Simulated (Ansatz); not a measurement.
# GeNH₄ (doublet): one geometry, many settings at a displaced geometry (v2)

Aim: run GeNH₄ (doublet) at one geometry under a spread of methods and options, and see what each costs and gives.

The runs use Ansatz 0.2.0, Gaussian basis; the settings change from run to run.

21 further runs of the same task are left out: 1 for a known fault of the program, 6 that didn't finish, 14 set aside as unsound or not needed. Runs told in other sessions of the task aren't counted.

## (1) The geometry

The geometry is a PBE0/def2-TZVP stationary point (not a proven minimum) with its atoms shifted at random (size 0.100 Å). No spin-orbit coupling is included. The filled d shell of Ge may be among the frozen orbitals whatever the setting's name suggests.

6 atoms, charge 0, spin multiplicity 2.

Atoms are counted from 1 here; the program's logs count them from 0.

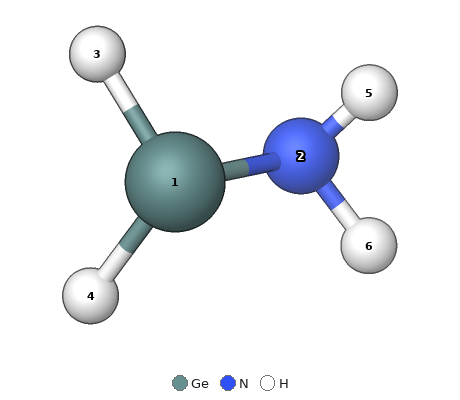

The structure; germanium teal, nitrogen blue, hydrogen white; atoms are numbered from 1 in the order of the file.

Coordinates:

```
Ge    0.06885    0.00182    0.32299
N    -0.28046    0.01019   -1.49813
H    -0.75298    1.25178    0.82062
H    -0.66987   -1.35151    0.83883
H     0.11243    0.72772   -2.06849
H     0.24597   -0.90073   -2.04952
```

## (2) CCSD on ROHF/cc-pVDZ

Input file in.yaml:

```yaml
crystal:
  periodic: [false, false, false]
  atoms:
    - {symbol: Ge, position_ang: [0.068849, 0.001819, 0.322990]}
    - {symbol: N, position_ang: [-0.280457, 0.010193, -1.498133]}
    - {symbol: H, position_ang: [-0.752981, 1.251777, 0.820617]}
    - {symbol: H, position_ang: [-0.669872, -1.351510, 0.838831]}
    - {symbol: H, position_ang: [0.112435, 0.727721, -2.068488]}
    - {symbol: H, position_ang: [0.245966, -0.900726, -2.049522]}
basis:
  gaussian: {orbitals: cc-pVDZ}
magnetization: {spin_polarized: false, initial_magnetization: 1}
correlation: {method: ccsd, electrons: outside_noble_gas}
output: {forces: true}
```

The run is started by

```sh
$ ansatz run in.yaml --threads 1 --pin off --events-out ev --progress --plain --max-ram 2393MiB
```

Output, cut to the lines that bear on the results:

```text
Functional definition: HF
  name "HF"
  cite "Fock, Z. Phys. 61, 126 (1930) doi:10.1007/BF01340294"
  parent pbe
[...]
636 factors; integrals over basis functions are off by at most 1.1e-3 eV
[...]
mean field -58016.18509993 eV, -2132.0554776398 hartree, gradient 2.6e-6 eV, S^2 0.750000; 0 other end points of the search recorded, 0 dependent functions left out
15 core orbitals not correlated: weight in the atoms' cores, before any rotation towards them, 0.998 or more for the frozen orbitals, at most 0.001 for the correlated occupied ones
reference -58016.18509993 eV, -2132.0554776398 hartree; 7, 6 occupied and 39, 40 virtual orbitals, 636 factors
second order -7.28164403 eV of doubles, -0.03214205 eV of singles
cycle   1  -7.79167462 eV  change   -4.8e-1 eV  update   7.8e-2
[...]
cycle  13  -8.14861555 eV  change   -6.8e-7 eV  update   1.8e-6
[...]
Total energy: -58024.33371549 eV, -2132.3549337381 hartree
Atom 0 at     0.068849     0.001819     0.322990 Å, force    -0.736330    -0.424305     0.581626 eV/Å
Atom 1 at    -0.280457     0.010193    -1.498133 Å, force     1.602492    -4.480767    -2.306906 eV/Å
Atom 2 at    -0.752981     1.251777     0.820617 Å, force     0.238262    -0.208115     0.078785 eV/Å
Atom 3 at    -0.669872    -1.351510     0.838831 Å, force     0.509354     0.780130    -0.225779 eV/Å
Atom 4 at     0.112435     0.727721    -2.068488 Å, force     0.398509     1.497656    -0.334460 eV/Å
Atom 5 at     0.245966    -0.900726    -2.049522 Å, force    -2.012287     2.835401     2.206733 eV/Å
Dipole moment:     0.310099     0.013849    -0.196881 e Å
```

Run time: 11 s. Hardware: 1 thread of Arm Neoverse N1, shared host.

From the report: correlation -8.1486 eV; T1 0.024; largest double amplitude 0.03.

## (3) BCCD(T)/STO-3G

Changes to in.yaml since step 2:

```diff
@@ -10,5 +10,6 @@
 basis:
-  gaussian: {orbitals: cc-pVDZ}
-magnetization: {spin_polarized: false, initial_magnetization: 1}
-correlation: {method: ccsd, electrons: outside_noble_gas}
-output: {forces: true}
+  gaussian: {orbitals: STO-3G}
+magnetization: {spin_polarized: true, initial_magnetization: 1}
+hamiltonian: {xc: {name: PBE}}
+correlation: {method: bccd_t, electrons: outside_noble_gas}
+accuracy: high
```

The command is unchanged.

Output, cut to the lines that bear on the results:

```text
Functional definition: PBE
  name "PBE"
  cite "Perdew, Burke & Ernzerhof, Phys. Rev. Lett. 77, 3865 (1996) doi:10.1103/PhysRevLett.77.3865"
  parent pbe
[...]
402 factors; integrals over basis functions are off by at most 5.8e-9 eV
[...]
mean field -57387.33415708 eV, -2108.9456317405 hartree, gradient 7.7e-8 eV, S^2 0.750727; 0 other end points of the search recorded, 0 dependent functions left out
15 core orbitals not correlated, not the lowest: weight in the atoms' cores, before any rotation towards them, 0.903 or more for the frozen orbitals, at most 0.026 for the correlated occupied ones
reference -57352.55999574 eV, -2107.6677048820 hartree; 7, 6 occupied and 5, 6 virtual orbitals, 402 factors
second order -2.65163270 eV of doubles, -0.24503843 eV of singles
cycle   1  -3.33136109 eV  change   -4.6e-1 eV  update   7.5e-2
[...]
cycle  23  -3.66536418 eV  change  -2.6e-11 eV  update  9.8e-10
perturbative correction -0.04805828 eV, -0.0017661094 hartree
WARN: these amplitudes may be one of several solutions (largest doubles amplitude 0.06, level shift 0.11 eV)
Total energy: -57356.27341820 eV, -2107.8041706404 hartree
```

It took 7.5 s on 1 thread of Arm Neoverse N1, shared host.

From the report: ⟨S²⟩ of the determinant 0.751 (pure doublet: 0.75); correlation -3.7134 eV; largest double amplitude 0.06. The report flags that the cluster equations may have other roots.

## (4) BCCD/cc-pVDZ

Changes to in.yaml since step 3:

```diff
@@ -10,6 +10,6 @@
 basis:
-  gaussian: {orbitals: STO-3G}
-magnetization: {spin_polarized: true, initial_magnetization: 1}
-hamiltonian: {xc: {name: PBE}}
-correlation: {method: bccd_t, electrons: outside_noble_gas}
-accuracy: high
+  gaussian: {orbitals: cc-pVDZ}
+magnetization: {spin_polarized: false, initial_magnetization: 1}
+hamiltonian: {xc: {name: r2SCAN}}
+correlation: {method: bccd, electrons: outside_noble_gas}
+output: {forces: true}
```

The command is unchanged.

Output, cut to the lines that bear on the results:

```text
Functional definition: r2SCAN
  name "r2SCAN"
  cite "Furness, Kaplan, Ning, Perdew & Sun, J. Phys. Chem. Lett. 11, 8208 (2020) doi:10.1021/acs.jpclett.0c02405"
  cite "Furness, Kaplan, Ning, Perdew & Sun, J. Phys. Chem. Lett. 11, 9248 (2020) doi:10.1021/acs.jpclett.0c03077"
  parent r2scan
[...]
636 factors; integrals over basis functions are off by at most 1.1e-3 eV
[...]
mean field -58069.84880410 eV, -2134.0275823933 hartree, gradient 4.7e-6 eV, S^2 0.750000; 1 other end points of the search recorded, 0 dependent functions left out
[...]
15 core orbitals not correlated: weight in the atoms' cores, before any rotation towards them, 0.997 or more for the frozen orbitals, at most 0.002 for the correlated occupied ones
reference -58015.49224794 eV, -2132.0300157989 hartree; 7, 6 occupied and 39, 40 virtual orbitals, 636 factors
second order -7.72398158 eV of doubles, -0.37865461 eV of singles
cycle   1  -8.28990842 eV  change   -1.9e-1 eV  update   7.9e-2
[...]
cycle  13  -8.60636079 eV  change   -2.8e-6 eV  update   1.8e-6
[...]
Total energy: -58024.09860873 eV, -2132.3462937242 hartree
Atom 0 at     0.068849     0.001819     0.322990 Å, force    -0.737078    -0.424962     0.566201 eV/Å
Atom 1 at    -0.280457     0.010193    -1.498133 Å, force     1.613377    -4.486346    -2.306896 eV/Å
Atom 2 at    -0.752981     1.251777     0.820617 Å, force     0.234707    -0.199597     0.086577 eV/Å
Atom 3 at    -0.669872    -1.351510     0.838831 Å, force     0.507545     0.772704    -0.218952 eV/Å
Atom 4 at     0.112435     0.727721    -2.068488 Å, force     0.398251     1.492885    -0.335274 eV/Å
Atom 5 at     0.245966    -0.900726    -2.049522 Å, force    -2.016801     2.845316     2.208344 eV/Å
Dipole moment:     0.311178     0.013737    -0.194022 e Å
```

It took 30 s on 1 thread of Arm Neoverse N1, shared host; peak memory 0.3 GiB.

From the report: correlation -8.6064 eV; largest double amplitude 0.03.

## (5) CCSDT(Q)/B on UHF/STO-3G

Changes to in.yaml since step 4:

```diff
@@ -10,6 +10,5 @@
 basis:
-  gaussian: {orbitals: cc-pVDZ}
-magnetization: {spin_polarized: false, initial_magnetization: 1}
-hamiltonian: {xc: {name: r2SCAN}}
-correlation: {method: bccd, electrons: outside_noble_gas}
-output: {forces: true}
+  gaussian: {orbitals: STO-3G}
+magnetization: {spin_polarized: true, initial_magnetization: 1}
+correlation: {method: ccsdt_q_b, electrons: all}
+scf: {omitted_lower_state_checks: [cluster_reference]}
```

Launched as before.

Output, cut to the lines that bear on the results:

```text
Functional definition: HF
  name "HF"
  cite "Fock, Z. Phys. 61, 126 (1930) doi:10.1007/BF01340294"
  parent pbe
[...]
385 factors; integrals over basis functions are off by at most 3.6e-8 eV
[...]
mean field -57354.57054308 eV, -2107.7415911339 hartree, gradient 2.5e-6 eV, S^2 0.753252; 0 other end points of the search recorded, 0 dependent functions left out
reference -57354.57054308 eV, -2107.7415911339 hartree; 22, 21 occupied and 5, 6 virtual orbitals, 385 factors
second order -2.45808625 eV of doubles, -0.00000000 eV of singles
cycle   1  -2.99394715 eV  change   -5.4e-1 eV  update   7.7e-2
[...]
cycle  16  -3.40522554 eV  change   -8.8e-7 eV  update   5.2e-6
perturbative correction -0.00264021 eV, -0.0000970259 hartree
Total energy: -57357.97840883 eV, -2107.8668278903 hartree
Checks for a lower state left out: cluster_reference
```

It took 41 s on 1 thread of Arm Neoverse N1, shared host; peak memory 1.1 GiB.

From the report: ⟨S²⟩ of the determinant 0.753 (pure doublet: 0.75); correlation -3.4079 eV; T1 0.011; largest double amplitude 0.05.

## (6) BCCD(T) on ROHF/6-31G

Changes to in.yaml since step 5:

```diff
@@ -10,5 +10,5 @@
 basis:
-  gaussian: {orbitals: STO-3G}
-magnetization: {spin_polarized: true, initial_magnetization: 1}
-correlation: {method: ccsdt_q_b, electrons: all}
-scf: {omitted_lower_state_checks: [cluster_reference]}
+  gaussian: {orbitals: 6-31G}
+magnetization: {spin_polarized: false, initial_magnetization: 1}
+correlation: {method: bccd_t, electrons: outside_noble_gas}
+output: {forces: true}
```

The command is unchanged.

Output, cut to the lines that bear on the results:

```text
Functional definition: HF
  name "HF"
  cite "Fock, Z. Phys. 61, 126 (1930) doi:10.1007/BF01340294"
  parent pbe
[...]
511 factors; integrals over basis functions are off by at most 4.0e-4 eV
[...]
mean field -58006.73818338 eV, -2131.7083098598 hartree, gradient 3.8e-6 eV, S^2 0.750000; 0 other end points of the search recorded, 0 dependent functions left out
15 core orbitals not correlated: weight in the atoms' cores, before any rotation towards them, 0.995 or more for the frozen orbitals, at most 0.003 for the correlated occupied ones
reference -58006.73818338 eV, -2131.7083098598 hartree; 7, 6 occupied and 24, 25 virtual orbitals, 511 factors
second order -4.59070049 eV of doubles, -0.01848965 eV of singles
cycle   1  -4.95069582 eV  change   -3.4e-1 eV  update   7.9e-2
[...]
cycle  13  -5.26879977 eV  change   -2.8e-6 eV  update   2.6e-6
perturbative correction -0.12625609 eV, -0.0046398257 hartree
[...]
Total energy: -58012.13323924 eV, -2131.9065745058 hartree
Atom 0 at     0.068849     0.001819     0.322990 Å, force    -0.727753    -0.407822     0.903232 eV/Å
Atom 1 at    -0.280457     0.010193    -1.498133 Å, force     2.393184    -4.197882    -2.426406 eV/Å
Atom 2 at    -0.752981     1.251777     0.820617 Å, force     0.122252     0.058310     0.173993 eV/Å
Atom 3 at    -0.669872    -1.351510     0.838831 Å, force     0.405603     0.483157    -0.118050 eV/Å
Atom 4 at     0.112435     0.727721    -2.068488 Å, force    -0.036235     1.773989    -0.482468 eV/Å
Atom 5 at     0.245966    -0.900726    -2.049522 Å, force    -2.157051     2.290248     1.949698 eV/Å
Dipole moment:     0.391034     0.025142    -0.159029 e Å
```

It took 7 s on 1 thread of Arm Neoverse N1, shared host.

From the report: correlation -5.3951 eV; largest double amplitude 0.04.

## (7) BCCD(T) on ROHF/STO-3G

Changes to in.yaml since step 6:

```diff
@@ -10,5 +10,6 @@
 basis:
-  gaussian: {orbitals: 6-31G}
+  gaussian: {orbitals: STO-3G}
 magnetization: {spin_polarized: false, initial_magnetization: 1}
-correlation: {method: bccd_t, electrons: outside_noble_gas}
-output: {forces: true}
+hamiltonian: {pseudopotentials: {relativity: none}}
+correlation: {method: bccd_t, electrons: valence}
+scf: {lower_state_search: off}
```

Same command.

Output, cut to the lines that bear on the results:

```text
Functional definition: HF
  name "HF"
  cite "Fock, Z. Phys. 61, 126 (1930) doi:10.1007/BF01340294"
  parent pbe
[...]
300 factors; integrals over basis functions are off by at most 2.9e-5 eV
[...]
mean field -57354.55529463 eV, -2107.7410307638 hartree, gradient 2.2e-6 eV, S^2 0.750000; 0 other end points of the search recorded, 0 dependent functions left out
10 core orbitals not correlated: weight in the atoms' cores, before any rotation towards them, 1.000 or more for the frozen orbitals, at most 0.000 for the correlated occupied ones
reference -57354.55529463 eV, -2107.7410307638 hartree; 12, 11 occupied and 5, 6 virtual orbitals, 300 factors
second order -2.42598073 eV of doubles, -0.00623118 eV of singles
cycle   1  -2.98380609 eV  change   -5.5e-1 eV  update   7.6e-2
[...]
cycle  11  -3.32170703 eV  change    1.3e-6 eV  update   1.2e-5
perturbative correction -0.05026678 eV, -0.0018472701 hartree
Total energy: -57357.92726844 eV, -2107.8649485156 hartree
Checks for a lower state left out: stability, starts, cluster_reference, orbital_swaps, neighbouring_geometries, increment
```

Wall time 0.57 s (1 thread of Arm Neoverse N1, shared host).

From the report: correlation -3.3720 eV; largest double amplitude 0.05.

## (8) CCSD on UHF/cc-pVDZ

Changes to in.yaml since step 7:

```diff
@@ -10,6 +10,6 @@
 basis:
-  gaussian: {orbitals: STO-3G}
-magnetization: {spin_polarized: false, initial_magnetization: 1}
-hamiltonian: {pseudopotentials: {relativity: none}}
-correlation: {method: bccd_t, electrons: valence}
-scf: {lower_state_search: off}
+  gaussian: {orbitals: cc-pVDZ}
+magnetization: {spin_polarized: true, initial_magnetization: 1}
+correlation: {method: ccsd, electrons: valence}
+accuracy: high
+output: {forces: true}
```

The command is unchanged.

Output, cut to the lines that bear on the results:

```text
Functional definition: HF
  name "HF"
  cite "Fock, Z. Phys. 61, 126 (1930) doi:10.1007/BF01340294"
  parent pbe
[...]
1380 factors; integrals over basis functions are off by at most 4.4e-9 eV
[...]
mean field -58016.24734415 eV, -2132.0577650727 hartree, gradient 2.0e-8 eV, S^2 0.758697; 0 other end points of the search recorded, 0 dependent functions left out
10 core orbitals not correlated: weight in the atoms' cores, before any rotation towards them, 1.000 or more for the frozen orbitals, at most 0.000 for the correlated occupied ones
reference -58016.24734415 eV, -2132.0577650727 hartree; 12, 11 occupied and 39, 40 virtual orbitals, 1380 factors
second order -7.77582724 eV of doubles, -0.00000000 eV of singles
cycle   1  -8.23078010 eV  change   -4.5e-1 eV  update   7.8e-2
[...]
cycle  23  -8.60086479 eV  change  -6.6e-10 eV  update   2.5e-9
[...]
Total energy: -58024.84820894 eV, -2132.3738410238 hartree
Atom 0 at     0.068849     0.001819     0.322990 Å, force    -0.827568    -0.415871     0.537900 eV/Å
Atom 1 at    -0.280457     0.010193    -1.498133 Å, force     1.613234    -4.485840    -2.218624 eV/Å
Atom 2 at    -0.752981     1.251777     0.820617 Å, force     0.282989    -0.275859     0.048465 eV/Å
Atom 3 at    -0.669872    -1.351510     0.838831 Å, force     0.542948     0.841008    -0.252156 eV/Å
Atom 4 at     0.112435     0.727721    -2.068488 Å, force     0.401036     1.500719    -0.327718 eV/Å
Atom 5 at     0.245966    -0.900726    -2.049522 Å, force    -2.012639     2.835842     2.212133 eV/Å
Dipole moment:     0.305632     0.013397    -0.200283 e Å
```

It took 67 s on 1 thread of Arm Neoverse N1, shared host; peak memory 0.46 GiB.

From the report: ⟨S²⟩ of the determinant 0.759 (pure doublet: 0.75); correlation -8.6009 eV; T1 0.014; largest double amplitude 0.03.

## (9) CCSD(T) on ROHF/6-31G

Changes to in.yaml since step 8:

```diff
@@ -10,6 +10,4 @@
 basis:
-  gaussian: {orbitals: cc-pVDZ}
-magnetization: {spin_polarized: true, initial_magnetization: 1}
-correlation: {method: ccsd, electrons: valence}
-accuracy: high
-output: {forces: true}
+  gaussian: {orbitals: 6-31G}
+magnetization: {spin_polarized: false, initial_magnetization: 1}
+correlation: {method: ccsd_t, electrons: valence}
```

Same command.

Output, cut to the lines that bear on the results:

```text
Functional definition: HF
  name "HF"
  cite "Fock, Z. Phys. 61, 126 (1930) doi:10.1007/BF01340294"
  parent pbe
[...]
511 factors; integrals over basis functions are off by at most 4.0e-4 eV
[...]
mean field -58006.73818338 eV, -2131.7083098598 hartree, gradient 3.8e-6 eV, S^2 0.750000; 0 other end points of the search recorded, 0 dependent functions left out
10 core orbitals not correlated: weight in the atoms' cores, before any rotation towards them, 1.000 or more for the frozen orbitals, at most 0.000 for the correlated occupied ones
reference -58006.73818338 eV, -2131.7083098598 hartree; 12, 11 occupied and 24, 25 virtual orbitals, 511 factors
second order -8.87219721 eV of doubles, -0.01972704 eV of singles
cycle   1  -8.77303945 eV  change    1.2e-1 eV  update   8.4e-2
[...]
cycle  11  -9.20614491 eV  change   -2.3e-5 eV  update   1.3e-5
perturbative correction -0.15620423 eV, -0.0057403994 hartree
Total energy: -58016.10053251 eV, -2132.0523698444 hartree
```

Run time: 4 s. Hardware: 1 thread of Arm Neoverse N1, shared host.

From the report: correlation -9.3623 eV; T1 0.018; largest double amplitude 0.03.

## (10) HF (ROHF)/cc-pVDZ

Changes to in.yaml since step 9:

```diff
@@ -10,4 +10,5 @@
 basis:
-  gaussian: {orbitals: 6-31G}
+  gaussian: {orbitals: cc-pVDZ}
 magnetization: {spin_polarized: false, initial_magnetization: 1}
-correlation: {method: ccsd_t, electrons: valence}
+hamiltonian: {xc: hf}
+output: {orbitals: {seedname: orbitals}}
```

Same command.

Output:

```text
Functional definition: HF
  name "HF"
  cite "Fock, Z. Phys. 61, 126 (1930) doi:10.1007/BF01340294"
  parent pbe
  exchange = exact_x
  correlation = 0
636 factors; integrals over basis functions are off by at most 1.1e-3 eV
mean field evaluation 1: about -58014.2207 eV, gradient 2.6e1 eV
mean field evaluation 2: about -58014.2233 eV, gradient 2.6e1 eV
mean field evaluation 4: about -58016.1219 eV, gradient 3.1e0 eV
mean field evaluation 8: about -58016.1851 eV, gradient 2.2e-3 eV
mean field -58016.18509993 eV, -2132.0554776398 hartree, gradient 7.9e-6 eV, S^2 0.750000; 0 other end points of the search recorded, 0 dependent functions left out
reference -58016.18509993 eV, -2132.0554776398 hartree; 22, 21 occupied and 39, 40 virtual orbitals, 636 factors
Total energy: -58016.18509993 eV, -2132.0554776398 hartree
```

Wall time 1.3 s (1 thread of Arm Neoverse N1, shared host).

## (11) The runs in one table

Where basis and cores are those of an earlier UCCSDT(Q)/cc-pVDZ run (-58024.6045 eV), and the records show the same count of frozen orbitals and kind of state, the miss against it is given; a blank cell means that this couldn't be shown. † marks a result that the program doubts.

| level | correlated | functions | energy (eV) | from UCCSDT(Q) (meV) | time |
| --- | --- | --- | --- | --- | --- |
| CCSD on ROHF/cc-pVDZ | outside noble gas | 61 | -58024.3337 | 270.8 | 11 s |
| BCCD(T)/STO-3G (on PBE orbitals) † | outside noble gas | 27 | -57356.2734 |  | 7.5 s |
| BCCD/cc-pVDZ (on r2SCAN orbitals) | outside noble gas | 61 | -58024.0986 | 505.9 | 30 s |
| CCSDT(Q)/B on UHF/STO-3G | all | 27 | -57357.9784 |  | 41 s |
| BCCD(T) on ROHF/6-31G | outside noble gas | 46 | -58012.1332 |  | 7 s |
| BCCD(T) on ROHF/STO-3G | valence | 27 | -57357.9273 |  | 0.57 s |
| CCSD on UHF/cc-pVDZ | valence | 61 | -58024.8482 |  | 67 s |
| CCSD(T) on ROHF/6-31G | valence | 46 | -58016.1005 |  | 4 s |
| HF (ROHF)/cc-pVDZ |  | 61 | -58016.1851 | 8419.4 | 1.3 s |

## (12) What came out

| quantity | value |
| --- | --- |
| runs | 9 |
| quickest | BCCD(T) on ROHF/STO-3G, 0.57 s |
| slowest | CCSD on UHF/cc-pVDZ, 67 s |

Total energies in different bases, with other cores or another treatment of relativity can't be set against each other. «valence» and «outside noble gas» are the program's key words; the logs give how many orbitals each freezes, and for Ga to Kr the 3d shell needn't follow the word's plain sense. CCSD on UHF/cc-pVDZ took 117 times as long as BCCD(T) on ROHF/STO-3G; the jobs differ in more than the method. Among the correlated runs with a miss given, it spans +271 to +506 meV. Hartree-Fock, CASSCF and CASCI lack dynamic correlation by design. Cores frozen from Kohn-Sham orbitals shift the total energy.
